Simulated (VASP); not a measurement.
Band structure of Tl (hcp). Computed with PBE GGA with spin-orbit coupling, VASP's PBE PAW potentials (set 64) (plane waves; VASP).

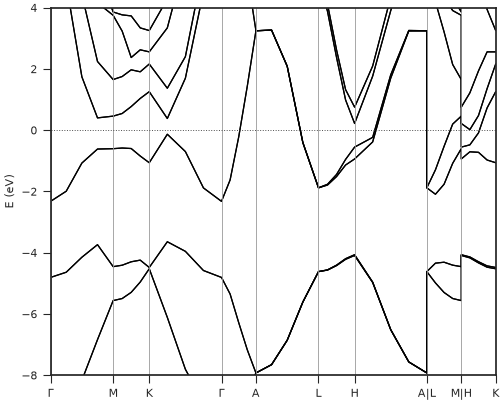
Fig. 1. Bands along high-symmetry lines, zero at the valence-band maximum or, without a gap, the Fermi level

Q: Read the plot: is there a gap, and where are the band edges?

A: It has no gap at this level: it comes out as a metal or semimetal.

The compound is Tl in the hcp structure. It was relaxed first, which changed the volume by +10 %.
